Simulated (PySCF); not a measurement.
# CH6BN3O: a tour of settings

Aim: see how CH6BN3O (`NB(N)NC=O`) answers to the choice of functional, basis, grid and SCF options, and what happens with inputs that are wrong on purpose.

The runs use PySCF 2.14.0, with density-fitted response routines of our own; the level of theory stands in each step. All values are computed, except where a source is named. Atoms count from 0, in the outputs and in this text.

**1. The molecule as given**

12 atoms, charge 0, multiplicity 1; geometry from: GFN2-xTB.

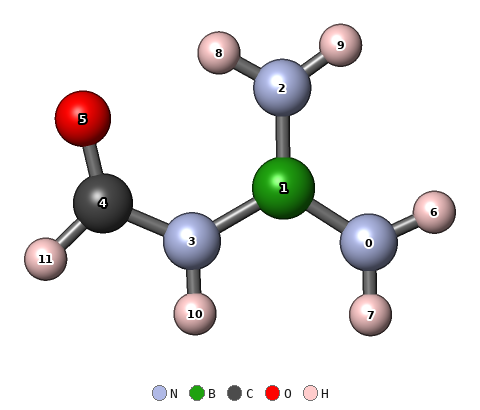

As it starts; nitrogen light blue, boron green, carbon dark grey, oxygen red, hydrogen pink, atoms numbered.

**2. Indirect couplings: wB97X/cc-pVDZ**

What the job is given:

```
{"job": {"kind": "j", "xc": "wB97X", "basis": "cc-pVDZ", "scf": {"max_cycle": 1}}, "charge": 0, "multiplicity": 1}
N     -1.762683    -0.691539     0.090459
B     -0.554568     0.031545     0.087909
N     -0.468161     1.380987     0.420623
N      0.668276    -0.695566    -0.287522
C      1.917191    -0.198516    -0.342922
O      2.250739     0.937577    -0.098795
H     -2.642257    -0.275954     0.333201
H     -1.836125    -1.661176    -0.153731
H      0.425754     1.842988     0.403163
H     -1.240039     1.958709     0.694922
H      0.576080    -1.670920    -0.525079
H      2.666993    -0.958821    -0.648255
```

Method: wB97X/cc-pVDZ indirect spin-spin coupling, non-relativistic, gas phase.

Command:

```
$ OMP_NUM_THREADS=1 python probes_run.py task.json out
```

This one command runs all jobs of the session in turn.

Standard output:

```text
final grid: 98832 points
cycle   1  E = -305.9406541107  dE =  1.225e+00  |g| = 9.171e-01  |ddm| = 6.335e+00
SCF not converged, last energy = -305.9406541107
```

Run time: 3.3 s. Hardware: 1 thread of Arm Neoverse V1, shared host; peak memory 0.57 GiB.

**What went wrong.** The cap of 1 cycle ended the SCF at a gradient of 9.2e-01. Cure: raise the cap. Numbers printed on the way are no properties of the molecule.

**3. Spin-spin couplings: PBE0/3-21G**

The job, as its differences from that of step 2:

```diff
@@ -1,2 +1,2 @@
-{"job": {"kind": "j", "xc": "wB97X", "basis": "cc-pVDZ", "scf": {"max_cycle": 1}}, "charge": 0, "multiplicity": 1}
+{"job": {"kind": "j", "xc": "PBE0", "basis": "3-21G"}, "charge": 0, "multiplicity": 1}
 N     -1.762683    -0.691539     0.090459
```

Method: PBE0/3-21G indirect spin-spin coupling, non-relativistic, gas phase.

Standard output:

```text
coarse grid: 10168 points
cycle   1  E = -303.9854095792  dE =  8.987e-01  |g| = 8.634e-01  |ddm| = 3.296e+00
cycle   2  E = -303.5355254406  dE =  4.499e-01  |g| = 1.732e+00  |ddm| = 2.583e+00
cycle   3  E = -304.1269352136  dE = -5.914e-01  |g| = 2.600e-01  |ddm| = 2.020e+00
cycle   4  E = -304.1407963230  dE = -1.386e-02  |g| = 6.740e-02  |ddm| = 2.818e-01
cycle   5  E = -304.1416385215  dE = -8.422e-04  |g| = 1.669e-02  |ddm| = 5.691e-02
cycle   6  E = -304.1416951995  dE = -5.668e-05  |g| = 5.110e-03  |ddm| = 1.341e-02
cycle   7  E = -304.1417006267  dE = -5.427e-06  |g| = 1.387e-03  |ddm| = 5.018e-03
final grid: 98832 points
cycle   8  E = -304.1528187607  dE = -1.183e-05  |g| = 1.116e-02  |ddm| = 1.725e-02
cycle   9  E = -304.1527628580  dE =  5.590e-05  |g| = 2.035e-02  |ddm| = 2.553e-02
cycle  10  E = -304.1528421639  dE = -7.931e-05  |g| = 2.617e-03  |ddm| = 1.886e-02
cycle  11  E = -304.1528434793  dE = -1.315e-06  |g| = 1.490e-04  |ddm| = 2.081e-03
cycle  12  E = -304.1528434842  dE = -4.967e-09  |g| = 7.693e-05  |ddm| = 2.266e-04
cycle  13  E = -304.1528434856  dE = -1.358e-09  |g| = 1.866e-05  |ddm| = 8.974e-05
cycle  14  E = -304.1528434857  dE = -7.140e-11  |g| = 6.662e-06  |ddm| = 1.869e-05
converged SCF energy = -304.1528434857

Indirect spin-spin couplings (Hz)
  i      j    bonds     total        FC       PSO       DSO        SD
  0 N    1 B    1    -25.858   -26.965     1.295    -0.123    -0.065
  0 N    2 N    2      0.606     0.584    -0.106    -0.004     0.133
  0 N    3 N    2      0.885     0.909    -0.038     0.003     0.012
  0 N    4 C    3     -1.181    -1.103    -0.080     0.029    -0.027
  0 N    5 O    4      0.185     0.091     0.021    -0.015     0.087
  0 N    6 H    1    -59.338   -56.468    -2.505    -0.378     0.014
  0 N    7 H    1    -58.884   -55.897    -2.600    -0.384    -0.002
  0 N    8 H    3     -2.614    -2.830    -0.026     0.229     0.013
  0 N    9 H    3     -0.633    -0.828     0.099     0.039     0.057
  0 N   10 H    3     -0.666    -0.722     0.048    -0.029     0.036
  0 N   11 H    4     -0.456    -0.514    -0.065     0.119     0.004
  1 B    2 N    1    -26.088   -27.298     1.446    -0.129    -0.107
  1 B    3 N    1    -19.838   -20.382     0.769    -0.152    -0.073
  1 B    4 C    2     -0.991    -0.881    -0.067    -0.012    -0.031
  1 B    5 O    3      0.099     0.051     0.075     0.001    -0.028
  1 B    6 H    2      1.786     2.912    -0.389    -0.661    -0.076
  1 B    7 H    2      0.991     2.128    -0.388    -0.684    -0.064
  1 B    8 H    2     -0.194     0.929    -0.553    -0.502    -0.069
  1 B    9 H    2      2.019     3.264    -0.421    -0.728    -0.096
  1 B   10 H    2     -0.201     0.409    -0.233    -0.365    -0.012
  1 B   11 H    3      4.396     4.776     0.184    -0.567     0.003
  2 N    3 N    2      0.050     0.119    -0.075     0.002     0.004
  2 N    4 C    3      0.137     0.102     0.050     0.001    -0.016
  2 N    5 O    4      2.104     1.771     0.223     0.008     0.101
  2 N    6 H    3     -0.592    -0.790     0.115     0.025     0.058
  2 N    7 H    3     -2.094    -2.380     0.020     0.240     0.026
  2 N    8 H    1    -61.712   -59.423    -1.932    -0.424     0.067
  2 N    9 H    1    -58.472   -55.383    -2.675    -0.402    -0.011
  2 N   10 H    3     -1.379    -1.608    -0.017     0.228     0.018
  2 N   11 H    4     -0.256    -0.392    -0.044     0.161     0.018
  3 N    4 C    1    -10.429   -12.783     2.414    -0.123     0.064
  3 N    5 O    2     -0.239     1.676    -2.511    -0.016     0.612
  3 N    6 H    3     -2.745    -2.911    -0.042     0.208    -0.001
  3 N    7 H    3     -0.882    -0.916     0.044    -0.032     0.022
  3 N    8 H    3     -0.696    -0.740     0.049    -0.032     0.027
  3 N    9 H    3     -1.689    -1.902    -0.008     0.216     0.005
  3 N   10 H    1    -57.539   -54.732    -2.381    -0.515     0.089
  3 N   11 H    2     -8.988    -9.485     0.409     0.085     0.003
  4 C    5 O    1     23.073    12.716    10.486    -0.129         -
  4 C    6 H    4      0.529     0.792     0.127    -0.389         -
  4 C    7 H    4     -0.174    -0.028     0.106    -0.253         -
  4 C    8 H    4     -0.273    -0.055    -0.361     0.143         -
  4 C    9 H    4     -0.584    -0.185     0.061    -0.460         -
  4 C   10 H    2     -0.131     1.238    -0.992    -0.377         -
  4 C   11 H    1    123.862   122.690    -0.092     1.264         -
  5 O    6 H    5      0.177     0.037    -0.023     0.162         -
  5 O    7 H    5      0.176     0.017    -0.006     0.165         -
  5 O    8 H    5      1.304     1.272     0.431    -0.398         -
  5 O    9 H    5     -0.205    -0.268    -0.121     0.183         -
  5 O   10 H    3      1.420    -0.418     1.420     0.418         -
  5 O   11 H    2     -2.755    -5.045     1.977     0.313         -
  6 H    7 H    2     -7.127    -4.947     2.820    -5.000         -
  6 H    8 H    4     -1.382     0.139     0.610    -2.131         -
  6 H    9 H    4      0.569     0.046    -0.446     0.968         -
  6 H   10 H    4     -1.378     0.051     0.645    -2.074         -
  6 H   11 H    5     -0.400     0.546     0.534    -1.480         -
  7 H    8 H    4      0.773     2.390     0.691    -2.308         -
  7 H    9 H    4     -1.500     0.115     0.605    -2.221         -
  7 H   10 H    4      1.076    -0.065    -0.692     1.834         -
  7 H   11 H    5     -0.414     0.030     0.297    -0.741         -
  8 H    9 H    2     -7.070    -4.749     2.528    -4.849         -
  8 H   10 H    4     -1.535     0.059     0.702    -2.296         -
  8 H   11 H    5     -1.155    -0.093     0.479    -1.541         -
  9 H   11 H    5     -1.002     0.252     0.631    -1.885         -
 10 H   11 H    3      2.263     2.293    -0.338     0.308         -
```

Wall time 8.1 s (1 thread of Arm Neoverse V1, shared host).

This basis has no tight s functions, so the Fermi-contact terms are rough.

Beyond four bonds or across contacts, the largest of 1 Hz or more: O5–H8 1.3 Hz, H8–H11 -1.2 Hz, H9–H11 -1.0 Hz.

A choice of the couplings up to four bonds, sorted by the number of bonds, with means over like pairs; isotopes 11B, 13C, 1H, 15N, 17O:

```tsv
pair	bonds	J (Hz)	Fermi contact (Hz)	dihedral (°)
C4–H11	1	123.9	122.7	–
N0–H6	1	-59.6	-56.8	–
N3–H10	1	-57.5	-54.7	–
N0–B1	1	-26.0	-27.1	–
C4–O5	1	23.1	12.7	–
B1–N3	1	-19.8	-20.4	–
N3–C4	1	-10.4	-12.8	–
N3–H11	2	-9.0	-9.5	–
H6–H7	2	-7.1	-4.8	–
O5–H11	2	-2.8	-5.0	–
B1–H6	2	1.2	2.3	–
B1–H11	3	4.4	4.8	180
H10–H11	3	2.3	2.3	0
N3–H6	3	-1.5	-1.6	–
N0–H8	3	-1.5	-1.7	–
O5–H10	3	1.4	-0.4	-180
N0–H10	3	-1.0	-1.2	–
N0–O5	4	1.1	0.9	–
```

The spin-dipole term was solved for some atoms only; pairs without it lack that part.

The response was solved for the nuclei of B, C, H, N alone, so couplings that need other nuclei can be missing.

Quadrupole couplings from the field gradients of the same density:

```tsv
atom	isotope	eQq/h (MHz)	η
O5	17O	8.655	0.03
N0	14N	-4.364	0.34
N2	14N	-3.812	0.35
N3	14N	-2.992	0.59
B1	11B	1.434	0.50
```

**4. Indirect couplings: B97-D/3-21G**

The job, as its differences from that of step 3:

```diff
@@ -1,2 +1,2 @@
-{"job": {"kind": "j", "xc": "PBE0", "basis": "3-21G"}, "charge": 0, "multiplicity": 1}
+{"job": {"kind": "j", "xc": "B97-D", "basis": "3-21G", "scf": {"guess": "vsap"}}, "charge": 0, "multiplicity": 1}
 N     -1.762683    -0.691539     0.090459
```

Method: B97-D/3-21G indirect spin-spin coupling, non-relativistic, gas phase.

Standard output:

```text
final grid: 98832 points
cycle   1  E = -301.7352238193  dE =  1.403e+00  |g| = 3.011e+00  |ddm| = 5.676e+00
cycle   2  E = -288.1939000673  dE =  1.354e+01  |g| = 6.379e+00  |ddm| = 9.063e+00
cycle   3  E = -303.2767209985  dE = -1.508e+01  |g| = 2.206e+00  |ddm| = 7.368e+00
cycle   4  E = -304.2339942231  dE = -9.573e-01  |g| = 5.095e-01  |ddm| = 2.148e+00
cycle   5  E = -304.2533611027  dE = -1.937e-02  |g| = 3.793e-01  |ddm| = 6.054e-01
cycle   6  E = -304.2826063299  dE = -2.925e-02  |g| = 1.353e-01  |ddm| = 3.448e-01
cycle   7  E = -304.2869534781  dE = -4.347e-03  |g| = 4.775e-02  |ddm| = 1.447e-01
cycle   8  E = -304.2873431283  dE = -3.897e-04  |g| = 1.728e-02  |ddm| = 5.263e-02
cycle   9  E = -304.2874079183  dE = -6.479e-05  |g| = 4.595e-03  |ddm| = 2.013e-02
cycle  10  E = -304.2874126746  dE = -4.756e-06  |g| = 1.128e-03  |ddm| = 4.629e-03
cycle  11  E = -304.2874129979  dE = -3.233e-07  |g| = 2.971e-04  |ddm| = 1.601e-03
cycle  12  E = -304.2874130142  dE = -1.630e-08  |g| = 9.908e-05  |ddm| = 2.718e-04
cycle  13  E = -304.2874130166  dE = -2.391e-09  |g| = 1.159e-05  |ddm| = 1.212e-04
cycle  14  E = -304.2874130166  dE = -4.002e-11  |g| = 1.846e-06  |ddm| = 1.996e-05
converged SCF energy = -304.2874130166

Indirect spin-spin couplings (Hz)
  i      j    bonds     total        FC       PSO       DSO        SD
  0 N    1 B    1    -27.503   -28.536     1.233    -0.123    -0.077
  0 N    2 N    2      0.273     0.225    -0.091    -0.004     0.143
  0 N    3 N    2      0.535     0.552    -0.034     0.003     0.014
  0 N    4 C    3     -1.275    -1.176    -0.086     0.029    -0.041
  0 N    5 O    4      0.167     0.081     0.016    -0.015     0.085
  0 N    6 H    1    -57.293   -54.366    -2.485    -0.376    -0.066
  0 N    7 H    1    -56.971   -53.930    -2.575    -0.383    -0.083
  0 N    8 H    3     -2.635    -2.852    -0.029     0.229     0.016
  0 N    9 H    3     -0.707    -0.890     0.089     0.039     0.054
  0 N   10 H    3     -0.722    -0.764     0.042    -0.029     0.030
  0 N   11 H    4     -0.515    -0.570    -0.067     0.119     0.004
  1 B    2 N    1    -27.754   -28.874     1.368    -0.129    -0.120
  1 B    3 N    1    -20.943   -21.449     0.731    -0.151    -0.073
  1 B    4 C    2     -0.783    -0.673    -0.065    -0.012    -0.033
  1 B    5 O    3      0.089     0.041     0.074     0.001    -0.028
  1 B    6 H    2      1.563     2.683    -0.372    -0.663    -0.085
  1 B    7 H    2      0.799     1.925    -0.370    -0.686    -0.071
  1 B    8 H    2     -0.298     0.813    -0.531    -0.504    -0.076
  1 B    9 H    2      1.746     2.981    -0.399    -0.730    -0.106
  1 B   10 H    2     -0.250     0.347    -0.214    -0.364    -0.018
  1 B   11 H    3      4.490     4.856     0.189    -0.567     0.012
  2 N    3 N    2     -0.322    -0.267    -0.064     0.002     0.008
  2 N    4 C    3      0.175     0.153     0.051     0.001    -0.029
  2 N    5 O    4      2.238     1.932     0.207     0.008     0.091
  2 N    6 H    3     -0.658    -0.845     0.105     0.025     0.057
  2 N    7 H    3     -2.039    -2.329     0.022     0.240     0.028
  2 N    8 H    1    -59.926   -57.619    -1.909    -0.422     0.024
  2 N    9 H    1    -56.151   -52.984    -2.669    -0.401    -0.096
  2 N   10 H    3     -1.271    -1.496    -0.020     0.228     0.017
  2 N   11 H    4     -0.394    -0.528    -0.046     0.161     0.019
  3 N    4 C    1    -10.677   -12.823     2.310    -0.123    -0.041
  3 N    5 O    2     -0.739     1.080    -2.313    -0.016     0.510
  3 N    6 H    3     -2.551    -2.719    -0.039     0.209    -0.001
  3 N    7 H    3     -0.894    -0.919     0.041    -0.033     0.017
  3 N    8 H    3     -0.737    -0.763     0.038    -0.032     0.021
  3 N    9 H    3     -1.486    -1.695    -0.012     0.216     0.004
  3 N   10 H    1    -54.473   -51.578    -2.371    -0.514    -0.010
  3 N   11 H    2     -9.113    -9.618     0.404     0.085     0.016
  4 C    5 O    1     23.344    14.043     9.429    -0.129         -
  4 C    6 H    4      0.524     0.778     0.135    -0.389         -
  4 C    7 H    4     -0.191    -0.050     0.112    -0.252         -
  4 C    8 H    4     -0.272    -0.071    -0.346     0.144         -
  4 C    9 H    4     -0.616    -0.222     0.065    -0.460         -
  4 C   10 H    2     -0.280     1.041    -0.945    -0.377         -
  4 C   11 H    1    118.525   117.230     0.022     1.273         -
  5 O    6 H    5      0.157     0.021    -0.027     0.162         -
  5 O    7 H    5      0.156    -0.007    -0.003     0.166         -
  5 O    8 H    5      1.376     1.359     0.417    -0.400         -
  5 O    9 H    5     -0.193    -0.249    -0.127     0.183         -
  5 O   10 H    3      1.359    -0.378     1.318     0.419         -
  5 O   11 H    2     -2.455    -4.613     1.843     0.315         -
  6 H    7 H    2     -6.827    -4.675     2.858    -5.010         -
  6 H    8 H    4     -1.344     0.171     0.616    -2.132         -
  6 H    9 H    4      0.629     0.100    -0.443     0.972         -
  6 H   10 H    4     -1.385     0.039     0.651    -2.075         -
  6 H   11 H    5     -0.374     0.566     0.541    -1.481         -
  7 H    8 H    4      0.667     2.283     0.693    -2.309         -
  7 H    9 H    4     -1.477     0.136     0.609    -2.222         -
  7 H   10 H    4      1.109    -0.032    -0.696     1.837         -
  7 H   11 H    5     -0.402     0.037     0.301    -0.741         -
  8 H    9 H    2     -6.788    -4.484     2.557    -4.861         -
  8 H   10 H    4     -1.544     0.043     0.709    -2.296         -
  8 H   11 H    5     -1.142    -0.088     0.488    -1.542         -
  9 H   10 H    4     -0.198     1.408     0.751    -2.357         -
  9 H   11 H    5     -0.943     0.305     0.639    -1.886         -
 10 H   11 H    3      1.800     1.829    -0.343     0.314         -
```

It took 8.7 s on 1 thread of Arm Neoverse V1, shared host.

The basis is not made for couplings: without tight functions at the nuclei these values are rough.

Key values: J(C4,H11) 118.5 Hz, J(N0,H6) -57.6 Hz, J(N3,H10) -54.5 Hz (means over like pairs).

**5. NMR shieldings: PBE0/IGLO-II**

The job, as its differences from that of step 4:

```diff
@@ -1,2 +1,2 @@
-{"job": {"kind": "j", "xc": "B97-D", "basis": "3-21G", "scf": {"guess": "vsap"}}, "charge": 0, "multiplicity": 1}
+{"job": {"kind": "nmr", "xc": "PBE0", "basis": "IGLO-II", "pop": true, "scf": {"aux": "def2-qzvpp-jkfit"}}, "charge": 0, "multiplicity": 1}
 N     -1.762683    -0.691539     0.090459
```

Method: GIAO PBE0/IGLO-II NMR shielding, non-relativistic, gas phase.

Standard output:

```text
final grid: 98832 points
cycle   1  E = -305.7521555579  dE =  9.951e-01  |g| = 9.351e-01  |ddm| = 2.597e+00
cycle   2  E = -305.2468867127  dE =  5.053e-01  |g| = 1.852e+00  |ddm| = 2.288e+00
cycle   3  E = -305.9077980600  dE = -6.609e-01  |g| = 2.929e-01  |ddm| = 1.859e+00
cycle   4  E = -305.9242986002  dE = -1.650e-02  |g| = 8.802e-02  |ddm| = 2.223e-01
cycle   5  E = -305.9257040978  dE = -1.405e-03  |g| = 1.823e-02  |ddm| = 5.040e-02
cycle   6  E = -305.9257668892  dE = -6.279e-05  |g| = 6.206e-03  |ddm| = 1.220e-02
cycle   7  E = -305.9257743136  dE = -7.424e-06  |g| = 1.598e-03  |ddm| = 4.304e-03
cycle   8  E = -305.9257748096  dE = -4.960e-07  |g| = 4.459e-04  |ddm| = 1.456e-03
cycle   9  E = -305.9257748514  dE = -4.179e-08  |g| = 7.877e-05  |ddm| = 3.572e-04
cycle  10  E = -305.9257748527  dE = -1.291e-09  |g| = 3.233e-05  |ddm| = 1.073e-04
cycle  11  E = -305.9257748529  dE = -2.051e-10  |g| = 1.184e-05  |ddm| = 2.487e-05
converged SCF energy = -305.9257748529

GIAO shielding tensors (ppm)
atom      isotropic    diamagn.    paramagn.     s11        s22        s33       span
  0 N      222.683     316.967     -94.284    194.273    211.383    262.392     68.119
  1 B       84.076     195.647    -111.571     53.228     91.465    107.535     54.307
  2 N      213.071     318.450    -105.378    171.615    222.352    245.247     73.632
  3 N      123.350     323.085    -199.735     -1.160    170.180    201.029    202.189
  4 C       24.535     242.979    -218.444    -68.113     46.142     95.577    163.691
  5 O      -93.274     402.824    -496.098   -403.775   -203.347    327.299    731.074
  6 H       30.782      31.250      -0.468     24.344     28.425     39.577     15.233
  7 H       30.959      31.928      -0.970     24.760     28.589     39.527     14.767
  8 H       27.305      32.467      -5.162     18.081     26.755     37.078     18.997
  9 H       30.368      31.849      -1.481     24.419     27.946     38.739     14.320
 10 H       27.598      33.869      -6.271     24.180     29.213     29.400      5.220
 11 H       23.708      26.507      -2.799     19.512     24.063     27.549      8.037
```

It took 20 s on 1 thread of Arm Neoverse V1, shared host; peak memory 0.83 GiB.

Shifts follow as δ = σ(reference) − σ, with reference shieldings (ppm) from runs at the same level and on the same kind of geometry: ¹H TMS 32.10, ¹³C TMS 189.0, ¹⁵N NH3 267.1, ¹⁷O H2O 336.1, ¹¹B BF3·OEt2 103.0. The references are single molecules in the gas phase, so shifts against H2O, NH3, PH3, H3PO4 or CFCl3 are not on the usual liquid scales and can be off by tens of ppm. Atoms listed in one row are averaged.

```tsv
atoms	environment	σ (ppm)	δ (ppm)
C4	amide carbonyl carbon	24.5	164.5
H11	hydrogen on an amide carbonyl carbon	23.71	8.39
H10	hydrogen on an amide-type nitrogen	27.60	4.50
H6, H7, H8, H9	hydrogen on a nitrogen bonded to B	29.85	2.25
N3	amide-type nitrogen	123.3	143.8
N0, N2	nitrogen bonded to B, 2 H	217.9	49.3
B1	boron bonded to 3 N	84.1	18.9
O5	amide-type carbonyl oxygen	-93.3	429.4
```

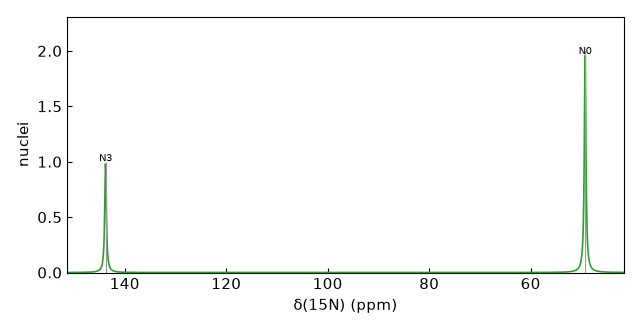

¹⁵N lines at the computed shifts, without couplings. Lines are broadened to a width of 0.38 ppm (Lorentzian).

The run also stored atomic charges by several schemes (e):

```tsv
atoms	Mulliken	IAO	Hirshfeld	ESP fit
N0, N2	-0.57	-0.63	-0.28	-1.31
B1	0.62	0.36	0.19	1.16
N3	-0.50	-0.43	-0.17	-0.85
C4	0.41	0.32	0.14	0.61
O5	-0.44	-0.48	-0.26	-0.56
```

Mulliken charges:

```tsv
atom	value (e)
N0	-0.57
B1	0.62
N2	-0.56
N3	-0.50
C4	0.41
O5	-0.44
H6	0.20
H7	0.19
H8	0.23
H9	0.19
H10	0.20
H11	0.02
```

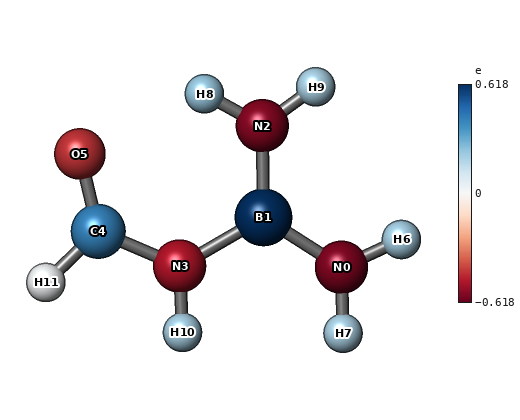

Mulliken charges, as colours on the atoms.

Mayer bond orders: N0–B1 1.15, B1–N2 1.24, B1–N3 0.92, N3–C4 1.14, C4–O5 1.90.

The fields below are evaluated on a grid from the run's orbitals.

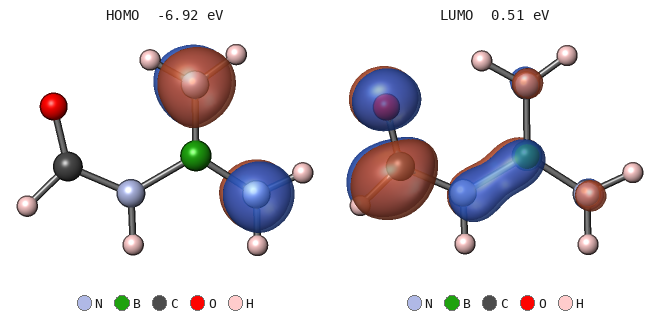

Frontier orbitals at PBE0/IGLO-II; each surface holds 70 % of the orbital's density, blue and red mark the sign.

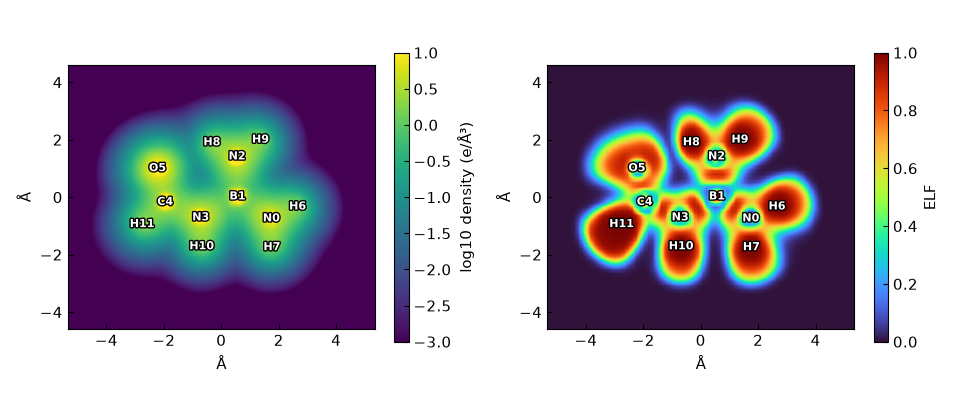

Density (left) and ELF (right) in a plane through or near 12 of the atoms.

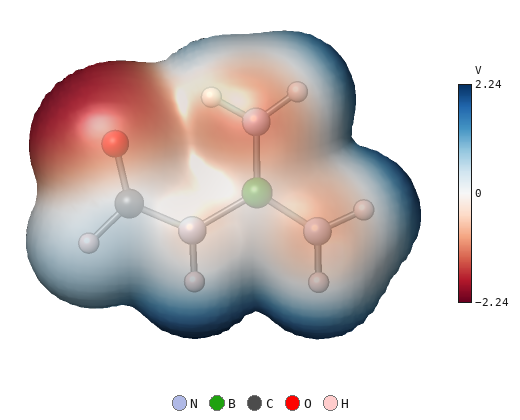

Electrostatic potential on the surface of density 0.002 e/bohr³; red is low, blue high. It runs from -1.95 V near O5 to 2.24 V near H10.

(Part 1 of 2 ends here.)
